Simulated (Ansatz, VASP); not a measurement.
**Ba2SeO: VASP beside Ansatz**

One calculation is typed for both programs; each brings its own data sets. How far apart do they land? The cell is invented: As first built, before any earlier steps moved the atoms (in the runner's words): it takes the MgSe structure with some of its atoms replaced by other elements, volume scaled by an estimate. It may not be a known or stable phase. The cell is taken from a series of VASP runs on this material, whose earlier steps may have relaxed, scaled or displaced it; both programs get it as it stands. Other levels of theory on this material are compared in a session of their own. Valence electrons are named where the data sets of a main pair hold unlike numbers.

Main program and level: Ansatz 0.2.0; plane waves, with VASP 6.6.1 beside it; dielectric response at PBE.

### Step 1. The structure

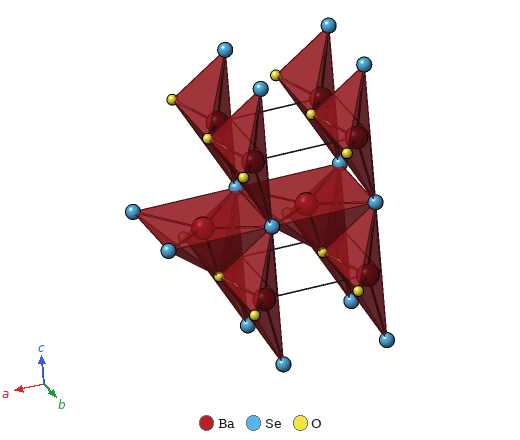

The starting structure, seen from a free direction (barium red, selenium blue, oxygen yellow). 2×1×1 cells are drawn. Some periodic images of atoms are drawn too.

### Step 2. VASP: dielectric response, PBE

The response to a field tests empty states and converges slowly with the mesh.

Lines of VASP's logs that name or quote its potential files are left out, and so is its time.

INCAR reads:

```
SYSTEM = Ba2SeO
PREC = Accurate
ENCUT = 520
EDIFF = 1E-08
NELM = 100
ISMEAR = 0
SIGMA = 0.01
LREAL = .FALSE.
ALGO = Normal
GGA = PE
NBANDS = 22
LORBIT = 11
LWAVE = .FALSE.
LCHARG = .FALSE.
KPAR = 2
LEPSILON = .TRUE.
```

POSCAR reads:

```
Ba2SeO
1.0
    4.7404832200      0.0000000000      0.0000000000
    0.0000000000      4.4389628300      0.0000000000
   -0.0735353900      0.0000000000      6.5383073500
Ba Se O
2 1 1
Direct
    0.4996762360      0.5000000000      0.4370531020
    0.1262429400      0.0000000000      0.9948535090
    0.9963588130      0.0000000000      0.5017322050
    0.3825050120      0.5000000000      0.0670541840
```

KPOINTS reads:

```
Automatic mesh
0
Gamma
5 5 4
0 0 0
```

PAW data sets: Ba_sv, Se and O (PBE family, release 64).

Command:

```sh
> mpirun -np 2 vasp_std
```

Numbers of over 12 decimals in the logs are rounded to 6 here.

Output:

```text
[banner, memory and clock lines left out]
running    2 mpi-ranks, on    1 nodes
 distrk:  each k-point on    1 cores,    2 groups
 distr:  one band on    1 cores,    1 groups

 POSCAR found type information on POSCAR BaSeO
 POSCAR found :  3 types and       4 ions
 LDA part: xc-table for (Slater+PW92), standard interpolation
 POSCAR, INCAR and KPOINTS ok, starting setup
 FFT: planning ... GRIDC
 FFT: planning ... GRID_SOFT
 FFT: planning ... GRID
 WAVECAR not read
 entering main loop
       N       E                     dE             d eps       ncg     rms          rms(c)
DAV:   1     0.221501614559E+03    0.22150E+03   -0.13786E+04  1452   0.124E+03
DAV:   2    -0.723884687159E+01   -0.22874E+03   -0.21713E+03  2026   0.243E+02
DAV:   3    -0.244903360978E+02   -0.17251E+02   -0.17120E+02  1970   0.732E+01
DAV:   4    -0.250094431473E+02   -0.51911E+00   -0.51849E+00  2314   0.111E+01
DAV:   5    -0.250153603490E+02   -0.59172E-02   -0.59162E-02  1814   0.118E+00    0.117E+01
DAV:   6    -0.210280256797E+02    0.39873E+01   -0.22343E+01  1712   0.217E+01    0.743E+00
DAV:   7    -0.207770620403E+02    0.25096E+00   -0.24438E+00  1836   0.895E+00    0.309E+00
DAV:   8    -0.207178400640E+02    0.59222E-01   -0.31253E-01  1794   0.375E+00    0.814E-01
DAV:   9    -0.207353143964E+02   -0.17474E-01   -0.40313E-02  2050   0.117E+00    0.279E-01
DAV:  10    -0.207413482599E+02   -0.60339E-02   -0.79387E-03  1976   0.575E-01    0.177E-01
DAV:  11    -0.207425793626E+02   -0.12311E-02   -0.51573E-03  1960   0.379E-01    0.812E-02
DAV:  12    -0.207428005537E+02   -0.22119E-03   -0.87832E-04  1888   0.199E-01    0.232E-02
DAV:  13    -0.207428187690E+02   -0.18215E-04   -0.14971E-04  1848   0.671E-02    0.175E-02
DAV:  14    -0.207428274694E+02   -0.87004E-05   -0.12152E-04  1842   0.588E-02    0.173E-02
DAV:  15    -0.207428218947E+02    0.55747E-05   -0.30157E-05  1868   0.326E-02    0.274E-03
DAV:  16    -0.207428222107E+02   -0.31599E-06   -0.33109E-06  1828   0.856E-03    0.134E-03
DAV:  17    -0.207428221930E+02    0.17728E-07   -0.23345E-07  1872   0.310E-03    0.650E-04
DAV:  18    -0.207428222184E+02   -0.25409E-07   -0.45613E-08  1788   0.119E-03    0.369E-04
DAV:  19    -0.207428222219E+02   -0.34870E-08   -0.13554E-08  1558   0.596E-04
   1 F= -.20742822E+02 E0= -.20742822E+02  d E =-.470703E-65
 Linear response reoptimize wavefunctions to high precision
DAV:   1    -0.207428222279E+02   -0.60231E-08   -0.29052E-09  1456   0.389E-04
DAV:   2    -0.207428222280E+02   -0.13733E-09   -0.55372E-10  1266   0.124E-04
DAV:   3    -0.207428222281E+02   -0.63665E-10   -0.99338E-11  1200   0.454E-05
 Linear response G [H, r] |phi>, progress :
  Direction:   1
       N       E                     dE             d eps       ncg     rms
RMM:   1    -0.111748103501E+03   -0.11175E+03    0.71742E+02  3112   0.111E+02
RMM:   2    -0.120887263159E+03   -0.91392E+01   -0.30925E+01  2871   0.208E+01
RMM:   3    -0.121807194157E+03   -0.91993E+00   -0.37657E+00  3381   0.594E+00
RMM:   4    -0.121899272824E+03   -0.92079E-01   -0.29612E-01  3473   0.153E+00
RMM:   5    -0.121908508903E+03   -0.92361E-02   -0.35858E-02  3484   0.485E-01
RMM:   6    -0.121909979724E+03   -0.14708E-02   -0.61661E-03  3602   0.165E-01
RMM:   7    -0.121910236575E+03   -0.25685E-03   -0.65372E-03  3661   0.647E-02
RMM:   8    -0.121910274373E+03   -0.37798E-04    0.11609E-03  3695   0.207E-02
RMM:   9    -0.121910283046E+03   -0.86734E-05   -0.10247E-03  3701   0.893E-03
RMM:  10    -0.121910285138E+03   -0.20914E-05   -0.34121E-04  3604   0.498E-03
RMM:  11    -0.121910285462E+03   -0.32459E-06   -0.42909E-04  3411   0.378E-03
RMM:  12    -0.121910285409E+03    0.53299E-07   -0.34943E-04  2978   0.338E-03
RMM:  13    -0.121910285491E+03   -0.81541E-07   -0.34817E-04  2687   0.326E-03
RMM:  14    -0.121910285558E+03   -0.66927E-07   -0.31283E-04  2499   0.322E-03
RMM:  15    -0.121910285597E+03   -0.39418E-07   -0.33770E-04  2394   0.320E-03
 Linear response G [H, r] |phi>, progress :
  Direction:   2
       N       E                     dE             d eps       ncg     rms
RMM:   1    -0.112608537715E+03   -0.11261E+03    0.74307E+02  3166   0.113E+02
RMM:   2    -0.121450743842E+03   -0.88422E+01   -0.39128E+01  2802   0.227E+01
RMM:   3    -0.122442285027E+03   -0.99154E+00   -0.42474E+00  3193   0.609E+00
RMM:   4    -0.122539792654E+03   -0.97508E-01   -0.32621E-01  3321   0.158E+00
RMM:   5    -0.122550998330E+03   -0.11206E-01   -0.46482E-02  3331   0.507E-01
RMM:   6    -0.122552448957E+03   -0.14506E-02   -0.10687E-02  3454   0.168E-01
RMM:   7    -0.122552766158E+03   -0.31720E-03   -0.95781E-03  3513   0.650E-02
RMM:   8    -0.122552621890E+03    0.14427E-03   -0.25157E-05  3536   0.208E-02
RMM:   9    -0.122552626813E+03   -0.49229E-05   -0.14116E-03  3431   0.920E-03
RMM:  10    -0.122552608922E+03    0.17891E-04   -0.30949E-04  3366   0.505E-03
RMM:  11    -0.122552610271E+03   -0.13491E-05   -0.27787E-04  3230   0.385E-03
[...]
RMM:  13    -0.122413930968E+03   -0.19145E-06   -0.22381E-04  2793   0.409E-03
RMM:  14    -0.122413930771E+03    0.19740E-06   -0.20922E-04  2533   0.405E-03
RMM:  15    -0.122413930778E+03   -0.72132E-08   -0.19500E-04  2393   0.404E-03
 Linear response to external field (no local field effect), progress :
  Direction:   1
[...]
RMM:   2    -0.142222252682E+01   -0.61448E-01   -0.18150E-01  3439   0.114E+00
RMM:   3    -0.142902771516E+01   -0.68052E-02   -0.15100E-02  3563   0.314E-01
RMM:   4    -0.142976422137E+01   -0.73651E-03   -0.12192E-03  3534   0.885E-02
RMM:   5    -0.142983361864E+01   -0.69397E-04   -0.22130E-04  3535   0.313E-02
RMM:   6    -0.142984395151E+01   -0.10333E-04   -0.74470E-06  3541   0.108E-02
RMM:   7    -0.142984531276E+01   -0.13613E-05   -0.70459E-05  3557   0.481E-03
RMM:   8    -0.142984550976E+01   -0.19700E-06   -0.71524E-05  3457   0.144E-03
RMM:   9    -0.142984553265E+01   -0.22894E-07    0.57483E-06  3164   0.718E-04
RMM:  10    -0.142984553866E+01   -0.60134E-08   -0.26020E-06  2715   0.453E-04
RMM:  11    -0.142984554096E+01   -0.22955E-08    0.68848E-07  2264   0.381E-04
RMM:  12    -0.142984554268E+01   -0.17196E-08    0.54760E-07  1922   0.362E-04
RMM:  13    -0.142984554484E+01   -0.21615E-08    0.34444E-07  1759   0.358E-04
RMM:  14    -0.142984554501E+01   -0.17016E-09    0.47793E-07  1704   0.358E-04
 change of polarisation eV/A/(eV/A) component  3 :     0.129    -0.019     2.860
 dielectric tensor                  component  3 :     0.169    -0.025     4.761
 Linear response to external field, progress :
  Direction:   1
       N       E                     dE             d eps       ncg     rms          rms(c)
RMM:   1    -0.134696002876E+01   -0.13470E+01   -0.57009E+00  3131   0.438E+00
RMM:   2    -0.140477031378E+01   -0.57810E-01   -0.18388E-01  3436   0.115E+00    0.180E+00
RMM:   3    -0.129614967187E+01    0.10862E+00   -0.19490E-01  2651   0.177E+00    0.954E-01
RMM:   4    -0.134979521434E+01   -0.53646E-01   -0.20850E-01  2635   0.180E+00    0.322E-01
RMM:   5    -0.137835251457E+01   -0.28557E-01   -0.12346E-02  3064   0.457E-01    0.162E-01
RMM:   6    -0.140032346956E+01   -0.21971E-01   -0.36686E-03  2907   0.267E-01    0.419E-02
RMM:   7    -0.140477883456E+01   -0.44554E-02   -0.79427E-04  3195   0.858E-02    0.229E-02
RMM:   8    -0.140775080673E+01   -0.29720E-02   -0.28530E-04  3009   0.490E-02    0.699E-03
RMM:   9    -0.140770596041E+01    0.44846E-04   -0.95453E-05  3380   0.177E-02    0.323E-03
RMM:  10    -0.140809647880E+01   -0.39052E-03   -0.67779E-05  3195   0.813E-03    0.894E-04
RMM:  11    -0.140809841731E+01   -0.19385E-05   -0.11686E-05  3545   0.325E-03    0.511E-04
RMM:  12    -0.140810688659E+01   -0.84693E-05   -0.11345E-05  3349   0.132E-03    0.137E-04
RMM:  13    -0.140810920626E+01   -0.23197E-05   -0.35881E-06  3587   0.623E-04    0.880E-05
RMM:  14    -0.140810796215E+01    0.12441E-05   -0.27398E-06  3072   0.392E-04    0.144E-05
RMM:  15    -0.140810777858E+01    0.18357E-06   -0.14385E-06  2563   0.280E-04    0.780E-06
 change of polarisation eV/A/(eV/A) component  1 :     2.501    -0.221     0.123
 dielectric tensor                  component  1 :     4.290    -0.290     0.161
 Linear response to external field, progress :
  Direction:   2
       N       E                     dE             d eps       ncg     rms          rms(c)
RMM:   1    -0.138581610476E+01   -0.13858E+01   -0.59358E+00  4778   0.448E+00
RMM:   2    -0.144062941351E+01   -0.54813E-01   -0.18032E-01  5136   0.112E+00    0.176E+00
RMM:   3    -0.136471183870E+01    0.75918E-01   -0.13886E-01  4048   0.160E+00    0.965E-01
RMM:   4    -0.142580453362E+01   -0.61093E-01   -0.14932E-01  4066   0.166E+00    0.290E-01
RMM:   5    -0.146776843602E+01   -0.41964E-01   -0.96958E-03  4572   0.451E-01    0.440E-02
RMM:   6    -0.147622696371E+01   -0.84585E-02   -0.13574E-03  5232   0.133E-01    0.223E-02
RMM:   7    -0.147826667536E+01   -0.20397E-02   -0.18343E-04  4961   0.448E-02    0.105E-02
RMM:   8    -0.147906744306E+01   -0.80077E-03   -0.93074E-05  4753   0.238E-02    0.369E-03
RMM:   9    -0.147908401301E+01   -0.16570E-04   -0.27370E-05  5576   0.824E-03    0.191E-03
RMM:  10    -0.147922572406E+01   -0.14171E-03   -0.21195E-05  4956   0.402E-03    0.481E-04
RMM:  11    -0.147923161202E+01   -0.58880E-05   -0.32672E-06  5489   0.157E-03    0.189E-04
RMM:  12    -0.147920730833E+01    0.24304E-04   -0.37738E-06  5257   0.706E-04    0.944E-05
RMM:  13    -0.147920828874E+01   -0.98041E-06   -0.64140E-07  4934   0.440E-04    0.284E-05
RMM:  14    -0.147920739653E+01    0.89221E-06    0.91103E-08  4234   0.307E-04    0.150E-05
RMM:  15    -0.147920777971E+01   -0.38319E-06    0.25951E-07  3286   0.277E-04    0.450E-06
 change of polarisation eV/A/(eV/A) component  2 :    -0.000     2.655    -0.001
 dielectric tensor                  component  2 :    -0.000     4.492    -0.001
 Linear response to external field, progress :
  Direction:   3
       N       E                     dE             d eps       ncg     rms          rms(c)
RMM:   1    -0.136077434074E+01   -0.13608E+01   -0.57443E+00  3114   0.450E+00
RMM:   2    -0.142222252674E+01   -0.61448E-01   -0.18150E-01  3439   0.114E+00    0.185E+00
RMM:   3    -0.128030662501E+01    0.14192E+00   -0.26483E-01  2701   0.202E+00    0.101E+00
RMM:   4    -0.129986051571E+01   -0.19554E-01   -0.16352E-01  2715   0.172E+00    0.480E-01
RMM:   5    -0.133153014642E+01   -0.31670E-01   -0.23496E-02  2913   0.632E-01    0.243E-01
RMM:   6    -0.136475779282E+01   -0.33228E-01   -0.67260E-03  2760   0.412E-01    0.611E-02
RMM:   7    -0.136927625170E+01   -0.45185E-02   -0.41020E-04  3198   0.115E-01    0.406E-02
RMM:   8    -0.137228885867E+01   -0.30126E-02   -0.41333E-05  2964   0.815E-02    0.146E-02
RMM:   9    -0.137333321407E+01   -0.10444E-02    0.14330E-04  3239   0.280E-02    0.630E-03
RMM:  10    -0.137369919561E+01   -0.36598E-03    0.54679E-05  2989   0.149E-02    0.167E-03
RMM:  11    -0.137364983655E+01    0.49359E-04    0.34103E-05  3562   0.523E-03    0.108E-03
RMM:  12    -0.137364250669E+01    0.73299E-05   -0.49991E-06  3079   0.269E-03    0.251E-04
RMM:  13    -0.137361842186E+01    0.24085E-04   -0.29860E-06  3575   0.107E-03    0.181E-04
RMM:  14    -0.137361656766E+01    0.18542E-05   -0.25564E-07  3242   0.635E-04    0.583E-05
RMM:  15    -0.137361883480E+01   -0.22671E-05   -0.18328E-07  3371   0.404E-04    0.444E-05
RMM:  16    -0.137361924663E+01   -0.41182E-06   -0.19980E-06  2738   0.335E-04    0.101E-05
RMM:  17    -0.137361985412E+01   -0.60749E-06   -0.15594E-06  2189   0.295E-04    0.468E-06
 change of polarisation eV/A/(eV/A) component  3 :     0.121    -0.017     2.450
 dielectric tensor                  component  3 :     0.159    -0.022     4.222
 Born effective charges drift removed
```

Parts of OUTCAR (step 2):

```text
ion  position               nearest neighbor table
   1  0.500  0.500  0.437-   4 2.48   3 3.26   3 3.26   3 3.29   3 3.29   2 4.04   2 4.04   2 4.64
                             2 4.64   2 4.72   2 4.72
   2  0.126  0.000  0.995-   4 2.57   4 2.57   3 3.28   3 3.38   1 4.04   1 4.04   1 4.64   1 4.64
                             1 4.72   1 4.72
   3  0.996  0.000  0.502-   1 3.26   1 3.26   2 3.28   1 3.29   1 3.29   2 3.38
   4  0.383  0.500  0.067-   1 2.48   2 2.57   2 2.57

  LATTYP: Found a simple monoclinic cell.
 ALAT       =     4.7404832200
 B/A-ratio  =     0.9363945876
 C/A-ratio  =     1.3793363576
 COS(beta)  =    -0.0112461430

 Subroutine GETGRP returns: Found  2 space group operations
 (whereof  2 operations were pure point group operations)

The static configuration has the point symmetry C_1h.

 Found     33 irreducible k-points:

   k-points           NKPTS =     33   k-points in BZ     NKDIM =     33   number of bands    NBANDS=     22

   dimension x,y,z NGX =    36 NGY =   36 NGZ =   50
   dimension x,y,z NGXF=    72 NGYF=   72 NGZF=  100

   ENCUT  =  520.0 eV  38.22 Ry    6.18 a.u.   8.81  8.25 12.16*2*pi/ulx,y,z

   NELECT =      32.0000    total number of electrons

 k-points in reciprocal lattice and weights: Automatic mesh
   0.00000000  0.00000000  0.00000000       0.010
   0.20000000  0.00000000  0.00000000       0.020
   0.40000000  0.00000000 -0.00000000       0.020
   0.00000000  0.20000000  0.00000000       0.020
   0.20000000  0.20000000  0.00000000       0.040
   0.40000000  0.20000000 -0.00000000       0.040
   0.00000000  0.40000000  0.00000000       0.020
   0.20000000  0.40000000  0.00000000       0.040
   0.40000000  0.40000000 -0.00000000       0.040
[...]
0.20000000  0.40000000  0.50000000       0.040
   0.40000000  0.40000000  0.50000000       0.040

 average (electrostatic) potential at core
       1 -37.6275       2 -37.8326       3 -55.5718       4 -72.0724

  Total       -0.0125549     -0.0077969      0.0129760      0.0000000      0.0000000      0.0017249
  in kB       -0.1462028     -0.0907955      0.1511063      0.0000000      0.0000000      0.0200866
  external PRESSURE =      -0.0286307 kB  Pullay stress =       0.0000000 kB

  energy-cutoff  :      520.00
  volume of cell :      137.58
      direct lattice vectors                 reciprocal lattice vectors
     4.740483220  0.000000000  0.000000000     0.210948959  0.000000000  0.002372512
     0.000000000  4.438962830  0.000000000     0.000000000  0.225277849  0.000000000
    -0.073535390  0.000000000  6.538307350     0.000000000  0.000000000  0.152944783

 POSITION                                       TOTAL-FORCE (eV/Angst)
 -----------------------------------------------------------------------------------
      2.33657      2.21948      2.85759        -0.001457      0.000000     -0.000923
      0.52530      0.00000      6.50466        -0.007850      0.000000     -0.000808
      4.68633      0.00000      3.28048         0.005724      0.000000      0.001632
      1.80833      2.21948      0.43842         0.003582      0.000000      0.000100
 -----------------------------------------------------------------------------------
    total drift:                                0.000228      0.000000     -0.000027

 MACROSCOPIC STATIC DIELECTRIC TENSOR (including local field effects in DFT)
 ------------------------------------------------------
           4.289637     0.000000     0.159433
           0.000000     4.492086     0.000000
           0.161447     0.000000     4.222067
 ------------------------------------------------------

 PIEZOELECTRIC TENSOR (including local field effects)  for field in x, y, z        (C/m^2)
          XX          YY          ZZ          XY          YZ          ZX
  --------------------------------------------------------------------------------
  x    -0.02051    -0.17587     0.09791     0.00000     0.00000    -0.07133
  y     0.00000     0.00000     0.00000    -0.18243    -0.14542     0.00000
  z    -0.03174    -0.12442     0.27204     0.00000     0.00000     0.13695

 BORN EFFECTIVE CHARGES (including local field effects) (in |e|, cummulative output)
 ---------------------------------------------------------------------------------
 ion    1
    1     2.66302     0.00000     0.27866
    2     0.00000     2.30067     0.00000
    3     0.25197     0.00000     2.03837
 ion    2
    1     1.75152     0.00000     0.11992
    2     0.00000     2.94093     0.00000
    3     0.13909     0.00000     2.67797
 ion    3
    1    -2.64935     0.00000    -0.04892
    2     0.00000    -2.25334     0.00000
    3    -0.05168     0.00000    -2.13901
 ion    4
    1    -1.76519     0.00000    -0.34966
    2     0.00000    -2.98827     0.00000
    3    -0.33937     0.00000    -2.57733
```

The gap is read on the k-mesh alone, so it is an upper bound where the band edges lie off the mesh. Energies printed during the response cycles are not total energies of the cell. The dielectric response converges more slowly with the mesh than energies do, so tensor and charges may still move on a finer one. Harder data sets than Ba_sv exist (the GW ones), and pressures, volumes and forces can shift noticeably with them.

(Part 1 of 2 ends here.)

[Lines on the potential files, build, host, timing and source positions are cut from VASP's logs without a mark.]

[Logs are printed without paths, hosts, clocks, repeated set-up lines and the standing remarks that a program may print on its own settings, such as how far it seeks lower states.]

[Hosts, paths, dates, database ids (printed as entryN), source tags and the programs' standing remarks are cut or masked in the printed files.]
